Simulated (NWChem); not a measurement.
# BSiH5 (BH2(SiH3)): a first try and a second

Wanted: the polarisability of BSiH5 (BH2(SiH3)), B97-1/SBKJC-VDZ (core potential, SMD chloroform).

The results are computed with NWChem 7.3.0.

1 further run of the same task is left out (set aside as unsound or not needed).

### Step 1. The molecule

BSiH5: 7 atoms, total charge 0, spin state singlet. As SMILES, `[H]B([H])[SiH3]`. Geometry: relaxed at GFN2-xTB.

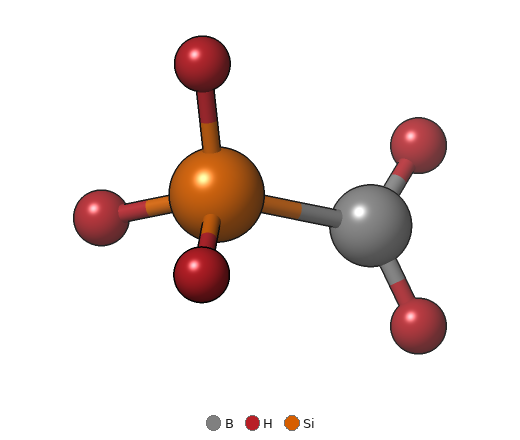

The structure, seen from a chosen angle (boron grey, hydrogen red, silicon orange).

### Step 2. The input as first written

Input file struct.nw:

```
START struct
TITLE "BH5Si"
memory 2200 mb
GEOMETRY units angstroms noautosym nocenter noautoz
   B        0.595540       1.038560       0.005960
   H        0.022320      -0.657970       0.018400
   H        0.039220       2.066980      -0.048000
   Si      -0.377680      -0.657970       0.018400
   H       -1.713750      -0.605710       0.632990
   H        0.300530      -1.764180       0.713070
   H       -0.608990      -1.154610      -1.349820
END
BASIS spherical bse
   * library SBKJC-VDZ
END
ECP bse
   B library SBKJC-VDZ
   Si library SBKJC-VDZ
END
COSMO
   do_cosmo_smd true
   solvent chcl3
END
DFT
   xc becke97-1
   grid fine
   direct
   maxiter 50
   mulliken
   print low
END
PROPERTY
   response 1 0
END
TASK dft property
```

On the command line:

```
$ nwchem struct.nw > struct.out
```

Output:

```text
[...]
 d= 0,ls=0.0,diis     1     -5.9893265937 -2.58D+01  6.53D-02  2.42D-01     0.7
[...]
 d= 0,ls=0.0,diis     9     -6.0557548159 -3.70D-09  3.85D-06  8.39D-11     9.2
         Total DFT energy =       -6.055754815881
      One electron energy =      -44.270637942741
           Coulomb energy =       22.306780034085
    Exchange-Corr. energy =       -3.940085359968
 Nuclear repulsion energy =       19.851327786654
             COSMO energy =       -0.003139333911
[...]
      Total Density - Mulliken Population Analysis
     ---------------------------------------------
    Atom       Charge   Shell Charges
 -----------   ------   -------------------------------------------------------
    1 B    3     3.39   1.16  1.57  0.16  0.49
    2 H    1    -0.36   0.44 -0.80
    3 H    1     0.87   0.46  0.41
    4 Si   4     5.42   1.83  3.26  0.24  0.09
    5 H    1     0.90   0.41  0.49
    6 H    1     0.88   0.41  0.47
    7 H    1     0.90   0.41  0.49
[...]
 Anisotropic =      27.8555036
[...]
```

Wall time 17 s (1 thread of Intel Xeon Platinum 8375C at 2.90GHz (Ice Lake), shared host); peak memory 0.12 GiB.

### Step 3. Reading the log

It ran to the end. The result can't be trusted all the same.

The fault: two atoms lie on top of or far too near each other. As the program read them, the closest atoms are 0.40 Å apart, against 1.17 Å in the sound input.

### Step 4. The mended input

Input file struct.xyz:

```xyz
7

B      0.595540     1.038560     0.005960
H      1.765140     1.076930     0.027400
H      0.039220     2.066980    -0.048000
Si    -0.377680    -0.657970     0.018400
H     -1.713750    -0.605710     0.632990
H      0.300530    -1.764180     0.713070
H     -0.608990    -1.154610    -1.349820
```

Input file struct.nw:

```
start struct
memory total 2200 mb
geometry noautosym nocenter noautoz
   load format xyz struct.xyz
end
basis spherical bse
   * library SBKJC-VDZ
end
ecp bse
   B library SBKJC-VDZ
   Si library SBKJC-VDZ
end
cosmo
   do_cosmo_smd true
   solvent chcl3
end
dft
   xc becke97-1
   grid fine
   direct
   mulliken
   print low
end
property
   response 1 0
end
task dft property
```

On the command line:

```
$ nwchem struct.nw > struct.out
```

Output:

```text
[...]
 d= 0,ls=0.0,diis     1     -9.5274434569 -2.48D+01  1.55D-02  6.23D-02     1.1
[...]
 d= 0,ls=0.0,diis     4     -9.5440301248 -2.40D-07  7.58D-06  1.86D-08     5.0
         Total DFT energy =       -9.544030124828
      One electron energy =      -42.539833510890
           Coulomb energy =       21.681259393782
    Exchange-Corr. energy =       -3.969966665965
 Nuclear repulsion energy =       15.298555699338
             COSMO energy =       -0.014045041093
[...]
      Total Density - Mulliken Population Analysis
     ---------------------------------------------
    Atom       Charge   Shell Charges
 -----------   ------   -------------------------------------------------------
    1 B    3     3.12   1.12  1.84 -0.09  0.26
    2 H    1     0.89   0.47  0.43
    3 H    1     0.89   0.47  0.43
    4 Si   4     3.88   1.22  2.24  0.14  0.28
    5 H    1     1.07   0.44  0.63
    6 H    1     1.07   0.44  0.63
    7 H    1     1.06   0.43  0.63
[...]
 Anisotropic =      16.5995788
[...]
```

It took 12 s on 1 thread of Intel Xeon Platinum 8375C at 2.90GHz (Ice Lake), shared host; peak memory 0.12 GiB.

### Step 5. Summary of results

At B97-1/SBKJC-VDZ (core potential, SMD chloroform):

| quantity | value |
| --- | --- |
| total energy | -9.54403 Eh |
| solvent term in the energy | -2.3 kJ/mol |
| mean static polarisability | 30.9 bohr³ |

In words: The first attempt's energy was +94.921 eV off this one. Mulliken charges run from -0.12 on B1 to +0.12 on Si4; they depend strongly on the basis.
